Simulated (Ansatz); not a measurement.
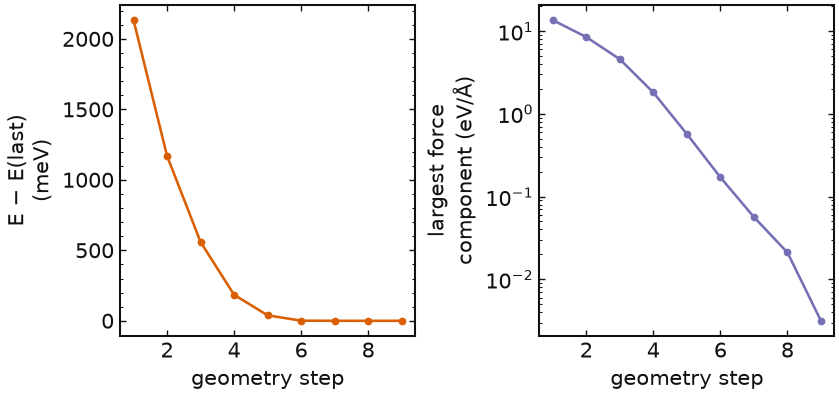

History of a geometry optimisation.

```
crystal:
  periodic: [false, false, false]
  atoms:
    - {symbol: C, position_ang: [-0.102901, 0.200153, -0.191658]}
    - {symbol: S, position_ang: [-0.212225, -0.578333, 1.185844]}
    - {symbol: Se, position_ang: [0.925525, -1.358081, -0.136070]}
    - {symbol: H, position_ang: [-0.900953, 0.355525, -0.816454]}
    - {symbol: H, position_ang: [0.219309, 1.226912, -0.229929]}
basis:
  gaussian: {orbitals: pcseg-2}
hamiltonian: {xc: hf}
relax: {f_tol: 0.01, max_steps: 30, max_displacement: 0.05}
```

Launched with:
```bash
ansatz run in.yaml --threads 2 --pin off --events-out ev --progress --plain --max-ram 3481MiB
```

### How did it end, and what did it gain?

The optimisation met its thresholds at geometry 9, counting the start as the first. The energy fell by about 2100 meV from the first step to the last. The largest force component goes from about 14 eV/Å at the start to 3 × 10⁻³ eV/Å at the end.
